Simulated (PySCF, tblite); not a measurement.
# C₆H₆O₄: dynamics, then NMR shifts on frames, part 1 of 2

How do NMR shifts of C₆H₆O₄ (`CC(=O)OC1=COC=CO1`) change as the atoms move?

The runs use tblite 0.8.0 and PySCF 2.14.0, with density-fitted response routines of our own; the level of theory stands in each step. All values are computed, except where a source is named. Atoms count from 0, in the outputs and in this text.

### Step 1. The molecule as given

16 atoms, charge 0, multiplicity 1; geometry from: GFN2-xTB.

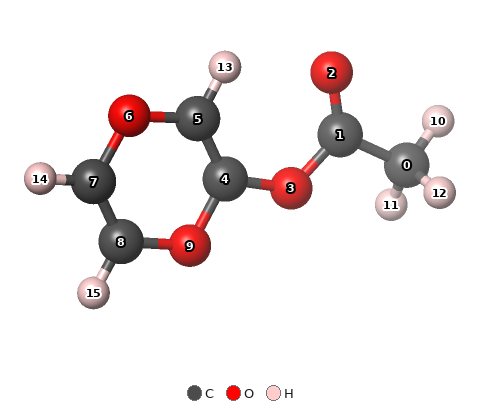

The starting geometry (carbon dark grey, oxygen red, hydrogen pink), atoms numbered.

### Step 2. Thermal motion with GFN2-xTB

The job: settings as JSON, then the geometry in Å.

```
{"job": {"kind": "md", "xc": "GFN2-xTB", "basis": "xTB", "temperature": 300, "steps": 2000, "every": 50, "frames": 5}, "charge": 0, "multiplicity": 1}
C      3.159193    -0.608120     0.220446
C      1.916245     0.218632     0.052646
O      1.883011     1.381604    -0.240193
O      0.831279    -0.545672     0.294925
C     -0.456422    -0.091080     0.251041
C     -0.883745     1.139029    -0.006904
O     -2.228323     1.482842    -0.025101
C     -3.061575     0.414342     0.226783
C     -2.633758    -0.808522     0.481689
O     -1.290702    -1.163886     0.529603
H      3.992423    -0.113976    -0.269373
H      3.004798    -1.603132    -0.185960
H      3.375737    -0.702537     1.283029
H     -0.238327     1.969250    -0.225226
H     -4.101055     0.687296     0.191024
H     -3.276378    -1.647127     0.677644
```

Method: GFN2-xTB Langevin dynamics, gas phase.

The run is started by

```console
$ OMP_NUM_THREADS=1 python probes_run.py task.json out
```

This one command runs all jobs of the session in turn.

The log of the run:

```text
t/fs     T/K      E/eV
    0.0   244.0   -874.42253
   25.0   158.5   -874.18599
   50.0   207.4   -874.12342
   75.0   165.3   -874.02972
  100.0   182.3   -873.89063
  125.0   195.3   -874.04230
  150.0   214.9   -874.16882
  175.0   268.3   -874.16405
  200.0   229.8   -874.01411
  225.0   286.2   -874.04730
  250.0   246.6   -874.00116
  275.0   226.6   -873.97295
  300.0   345.6   -873.96587
  325.0   288.4   -873.95236
  350.0   329.2   -873.97141
  375.0   303.2   -873.82138
  400.0   299.2   -873.91632
  425.0   346.1   -873.87992
  450.0   346.2   -874.06609
  475.0   193.4   -873.91189
  500.0   235.4   -874.03237
  525.0   181.2   -873.94633
  550.0   286.0   -873.95619
  575.0   294.9   -873.99848
  600.0   314.1   -873.91659
  625.0   310.0   -873.70747
  650.0   278.4   -873.86205
  675.0   325.7   -873.79414
  700.0   319.8   -873.71757
  725.0   343.4   -873.64959
  750.0   311.1   -873.91685
  775.0   312.0   -873.81501
  800.0   249.6   -873.80869
  825.0   200.2   -873.91808
  850.0   207.9   -874.01188
  875.0   190.2   -873.94273
  900.0   285.6   -874.10439
  925.0   290.3   -874.07599
  950.0   350.9   -873.98645
  975.0   202.8   -873.91497
 1000.0   264.0   -874.04435
```

Wall time 13 s (1 thread of Arm Neoverse V1, shared host); peak memory 0.18 GiB.

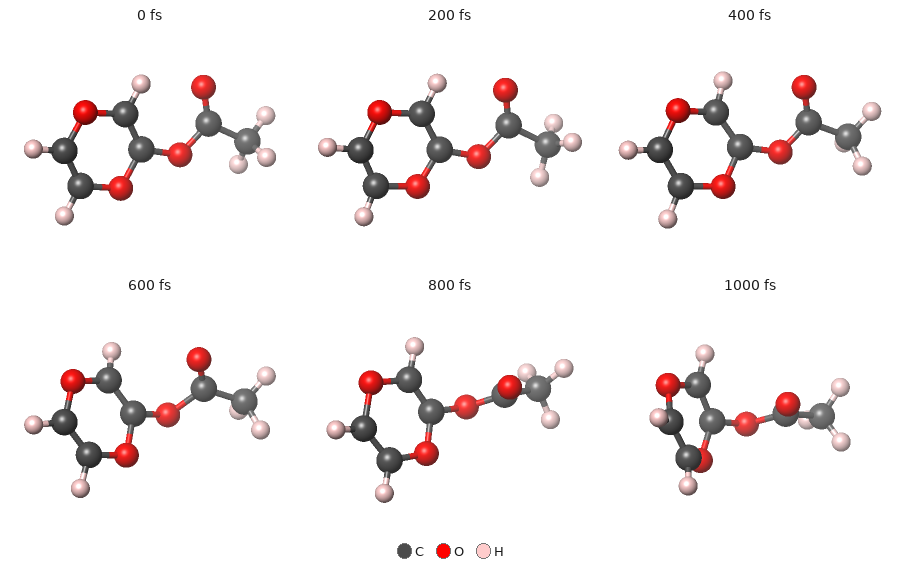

Frames of the run.

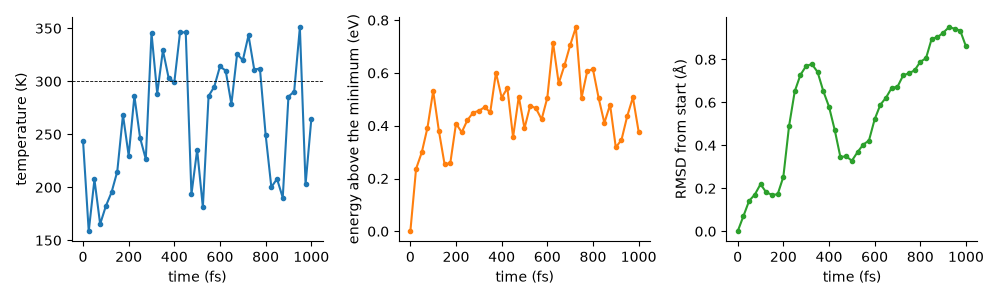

Temperature, potential energy and distance from the start.

Positions (Å) and forces (eV/Å) at 1000 fs:

```xyz
16

C     2.466   -0.417    0.724   -1.243    1.052   -0.586
C     1.107    0.143    1.064   -1.150    0.739    0.753
O     0.841    0.966    1.922    0.643   -1.233   -1.305
O     0.094   -0.409    0.264    0.078    0.954    0.816
C    -1.188    0.114    0.558    1.333   -1.533    0.270
C    -1.534    1.336    0.241   -1.059    1.027   -0.156
O    -2.742    1.845    0.746    0.501   -0.231   -0.119
C    -3.144    1.192    1.894   -0.374    0.680    0.613
C    -2.711    0.006    2.294    0.193    0.397   -2.108
O    -1.930   -0.728    1.358    0.081    0.056    0.757
H     3.164    0.400    0.593    0.084    0.128   -0.038
H     2.339   -0.978   -0.178    0.214   -0.391   -0.464
H     2.792   -1.019    1.520    0.427   -0.814    0.968
H    -0.999    1.990   -0.444   -0.213   -0.148    0.483
H    -3.796    1.800    2.533    0.339   -0.165   -0.444
H    -3.079   -0.502    3.139    0.146   -0.517    0.561
```

### Step 3. Nuclear shieldings: 250 fs, PBE0/pcSseg-1

The job: settings as JSON, then the geometry in Å.

```
{"job": {"kind": "nmr", "xc": "PBE0", "basis": "pcSseg-1", "pop": false}, "charge": 0, "multiplicity": 1}
C      2.808700    -0.723200     0.508600
C      1.581700     0.093500     0.468800
O      1.551900     1.321200     0.478000
O      0.483100    -0.660400     0.305600
C     -0.814500    -0.207600     0.332100
C     -1.259100     1.013000    -0.021000
O     -2.592300     1.291600    -0.186300
C     -3.477300     0.244000     0.110200
C     -2.991100    -0.951000     0.511300
O     -1.655800    -1.271600     0.756000
H      2.753700    -1.403500    -0.359200
H      2.765000    -1.237400     1.434500
H      3.678200    -0.006400     0.466400
H     -0.530300     1.797700    -0.256200
H     -4.533600     0.396600    -0.191600
H     -3.673700    -1.762400     0.880700
```

Method: GIAO PBE0/pcSseg-1 NMR shielding, non-relativistic, gas phase.

The log of the run:

```text
coarse grid: 14584 points
cycle   1  E = -532.1031714235  dE =  1.939e+00  |g| = 1.067e+00  |ddm| = 3.746e+00
cycle   2  E = -531.5790935696  dE =  5.241e-01  |g| = 1.971e+00  |ddm| = 1.986e+00
cycle   3  E = -532.2905971504  dE = -7.115e-01  |g| = 3.525e-01  |ddm| = 1.511e+00
cycle   4  E = -532.3119076777  dE = -2.131e-02  |g| = 1.263e-01  |ddm| = 3.136e-01
cycle   5  E = -532.3144989069  dE = -2.591e-03  |g| = 3.751e-02  |ddm| = 9.613e-02
cycle   6  E = -532.3147569674  dE = -2.581e-04  |g| = 1.702e-02  |ddm| = 3.986e-02
cycle   7  E = -532.3148218115  dE = -6.484e-05  |g| = 4.614e-03  |ddm| = 1.660e-02
cycle   8  E = -532.3148260183  dE = -4.207e-06  |g| = 8.971e-04  |ddm| = 3.347e-03
final grid: 144312 points
cycle   9  E = -532.4170991995  dE = -5.983e-06  |g| = 1.852e-02  |ddm| = 2.450e-02
cycle  10  E = -532.4170011353  dE =  9.806e-05  |g| = 3.003e-02  |ddm| = 2.730e-02
cycle  11  E = -532.4171573305  dE = -1.562e-04  |g| = 2.495e-03  |ddm| = 1.778e-02
cycle  12  E = -532.4171584149  dE = -1.084e-06  |g| = 4.661e-04  |ddm| = 1.701e-03
cycle  13  E = -532.4171584511  dE = -3.628e-08  |g| = 1.846e-04  |ddm| = 4.497e-04
cycle  14  E = -532.4171584576  dE = -6.432e-09  |g| = 7.288e-05  |ddm| = 1.811e-04
cycle  15  E = -532.4171584586  dE = -1.061e-09  |g| = 2.387e-05  |ddm| = 7.589e-05
cycle  16  E = -532.4171584588  dE = -1.260e-10  |g| = 7.030e-06  |ddm| = 2.272e-05
converged SCF energy = -532.4171584588

GIAO shielding tensors (ppm)
atom      isotropic    diamagn.    paramagn.     s11        s22        s33       span
  0 C      160.349     252.047     -91.698    136.942    155.706    188.398     51.456
  1 C        6.517     251.637    -245.120   -109.515     60.827     68.239    177.754
  2 O     -156.973     405.030    -562.003   -474.996   -253.795    257.873    732.869
  3 O       99.489     406.527    -307.038    -47.637    168.971    177.134    224.771
  4 C       29.153     252.621    -223.468    -45.280     61.056     71.682    116.962
  5 C       55.523     259.357    -203.833     -7.057     69.970    103.658    110.715
  6 O      229.887     394.632    -164.745    147.086    214.940    327.634    180.549
  7 C       46.973     252.196    -205.223    -45.098     82.885    103.131    148.230
  8 C       40.141     246.668    -206.527    -44.880     69.434     95.870    140.750
  9 O      193.541     398.788    -205.247    144.405    158.007    278.211    133.807
 10 H       28.839      28.898      -0.059     24.907     28.586     33.025      8.118
 11 H       29.835      28.916       0.919     26.376     29.189     33.939      7.563
 12 H       28.410      26.544       1.866     24.475     27.138     33.617      9.142
 13 H       24.012      33.416      -9.404     20.570     23.250     28.215      7.645
 14 H       25.076      26.091      -1.016     24.200     25.323     25.705      1.504
 15 H       25.159      25.872      -0.713     23.268     25.649     26.560      3.292
```

Wall time 30 s (1 thread of Arm Neoverse V1, shared host); peak memory 0.87 GiB.

Shifts follow as δ = σ(reference) − σ, with reference shieldings (ppm) from runs at the same level and on the same kind of geometry: 1H TMS 31.72, 13C TMS 186.9, 17O H2O 336.1. The references are single molecules in the gas phase, so shifts against H2O, NH3, PH3, H3PO4 or CFCl3 are not on the usual liquid scales and can be off by tens of ppm. Each atom is listed at this fixed geometry, with no averaging over motion; a spectrum would average atoms that exchange fast.

```
atoms                                  environment  σ (ppm)  δ (ppm)
   C1                        ester carbonyl carbon      6.5    180.4
   C4                 alkene carbon bearing oxygen     29.2    157.8
   C8                 alkene carbon bearing oxygen     40.1    146.8
   C7                 alkene carbon bearing oxygen     47.0    140.0
   C5                 alkene carbon bearing oxygen     55.5    131.4
   C0                methyl carbon α to a carbonyl    160.3     26.6
  H13  hydrogen on an alkene carbon bearing oxygen    24.01     7.71
  H14  hydrogen on an alkene carbon bearing oxygen    25.08     6.64
  H15  hydrogen on an alkene carbon bearing oxygen    25.16     6.56
  H12  hydrogen on a methyl carbon α to a carbonyl    28.41     3.31
  H10  hydrogen on a methyl carbon α to a carbonyl    28.84     2.88
  H11  hydrogen on a methyl carbon α to a carbonyl    29.84     1.88
   O2                        ester carbonyl oxygen   -157.0    493.1
   O3                          ester alkoxy oxygen     99.5    236.6
   O9                                 ether oxygen    193.5    142.5
   O6                                 ether oxygen    229.9    106.2
```

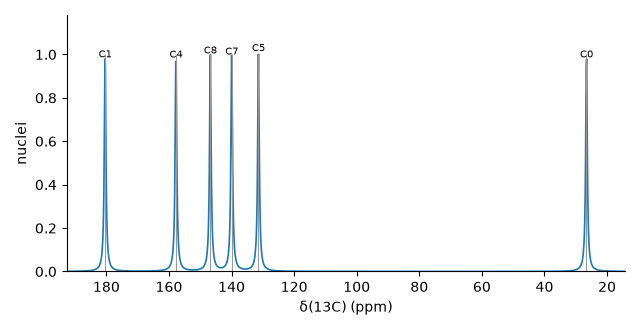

13C lines at the computed shifts, without couplings. Lines are broadened to a width of 0.62 ppm (Lorentzian).

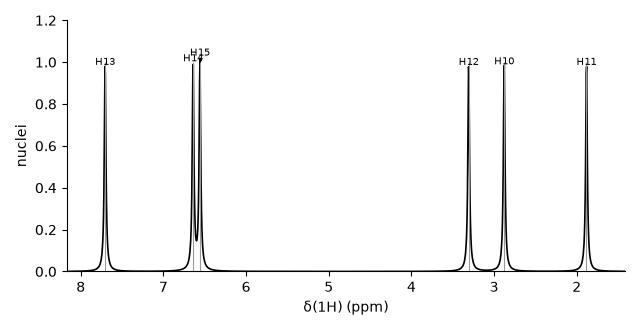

1H lines at the computed shifts, without couplings. Lines are broadened to a width of 0.02 ppm (Lorentzian).

Ring of atoms C4, C5, O6, C7, C8, O9: NICS(0) 7.3, NICS(1) 5.1, NICS(1)zz 21.3 ppm (means of both faces).

### Step 4. NMR shieldings: 425 fs, PBE0/pcSseg-1

The job: settings as JSON, then the geometry in Å.

```
{"job": {"kind": "nmr", "xc": "PBE0", "basis": "pcSseg-1", "pop": false}, "charge": 0, "multiplicity": 1}
C      2.417200    -0.633300     0.772100
C      1.149300     0.162500     0.691900
O      1.102200     1.313600     0.505000
O      0.081200    -0.663900     0.835000
C     -1.231400    -0.280500     0.742100
C     -1.689300     0.666800    -0.080200
O     -3.021500     1.114000     0.095800
C     -3.823300     0.153900     0.717100
C     -3.393300    -0.953300     1.202000
O     -2.082300    -1.308400     1.315500
H      2.569100    -0.926200    -0.276200
H      2.373000    -1.560800     1.313100
H      3.328000    -0.047400     0.996900
H     -1.096400     1.353300    -0.607900
H     -4.885400     0.382500     0.626100
H     -4.099000    -1.682400     1.576300
```

Method: GIAO PBE0/pcSseg-1 NMR shielding, non-relativistic, gas phase.

The log of the run:

```text
coarse grid: 14584 points
cycle   1  E = -532.1021878320  dE =  2.131e+00  |g| = 1.053e+00  |ddm| = 3.767e+00
cycle   2  E = -531.6821638016  dE =  4.200e-01  |g| = 1.837e+00  |ddm| = 1.858e+00
cycle   3  E = -532.2866732671  dE = -6.045e-01  |g| = 3.109e-01  |ddm| = 1.363e+00
cycle   4  E = -532.3030293169  dE = -1.636e-02  |g| = 1.206e-01  |ddm| = 2.866e-01
cycle   5  E = -532.3054860953  dE = -2.457e-03  |g| = 3.273e-02  |ddm| = 9.345e-02
cycle   6  E = -532.3056883946  dE = -2.023e-04  |g| = 1.387e-02  |ddm| = 3.390e-02
cycle   7  E = -532.3057298790  dE = -4.148e-05  |g| = 4.004e-03  |ddm| = 1.372e-02
cycle   8  E = -532.3057330074  dE = -3.128e-06  |g| = 8.019e-04  |ddm| = 3.028e-03
final grid: 144312 points
cycle   9  E = -532.4091701718  dE = -1.275e-05  |g| = 1.848e-02  |ddm| = 2.491e-02
cycle  10  E = -532.4090786269  dE =  9.154e-05  |g| = 2.945e-02  |ddm| = 2.756e-02
cycle  11  E = -532.4092287067  dE = -1.501e-04  |g| = 1.740e-03  |ddm| = 1.770e-02
cycle  12  E = -532.4092292164  dE = -5.097e-07  |g| = 5.169e-04  |ddm| = 1.317e-03
cycle  13  E = -532.4092292583  dE = -4.186e-08  |g| = 1.887e-04  |ddm| = 4.428e-04
cycle  14  E = -532.4092292654  dE = -7.186e-09  |g| = 5.571e-05  |ddm| = 1.725e-04
cycle  15  E = -532.4092292660  dE = -5.621e-10  |g| = 2.307e-05  |ddm| = 5.881e-05
converged SCF energy = -532.4092292660

GIAO shielding tensors (ppm)
atom      isotropic    diamagn.    paramagn.     s11        s22        s33       span
  0 C      164.493     249.530     -85.037    138.532    160.289    194.657     56.125
  1 C       23.251     250.873    -227.622    -86.592     66.577     89.768    176.360
  2 O      -94.706     405.316    -500.022   -391.381   -187.191    294.453    685.834
  3 O      104.190     405.943    -301.753    -28.810    154.660    186.720    215.529
  4 C       26.432     253.054    -226.622    -52.896     59.737     72.455    125.350
  5 C       56.905     258.802    -201.897    -10.905     67.615    114.006    124.911
  6 O      228.374     395.319    -166.945    143.591    184.698    356.834    213.243
  7 C       57.897     248.124    -190.227    -21.465     84.235    110.922    132.387
  8 C       57.006     246.017    -189.011    -26.684     93.807    103.894    130.578
  9 O      189.730     397.115    -207.385     85.570    183.172    300.449    214.879
 10 H       29.372      29.747      -0.375     26.390     27.891     33.834      7.444
 11 H       29.829      29.143       0.686     25.494     29.136     34.857      9.363
 12 H       29.261      26.938       2.322     25.419     27.087     35.276      9.858
 13 H       25.461      35.292      -9.831     22.212     24.571     29.600      7.388
 14 H       26.181      25.953       0.228     24.080     26.562     27.902      3.821
 15 H       26.078      26.247      -0.169     24.180     26.499     27.555      3.374
```

It took 29 s on 1 thread of Arm Neoverse V1, shared host; peak memory 0.84 GiB.

This run: δ C1 163.7, C4 160.5, C5 130.0, C8 129.9, H13 6.26, H15 5.64 ppm.

(Continued in part 2 of 2.)
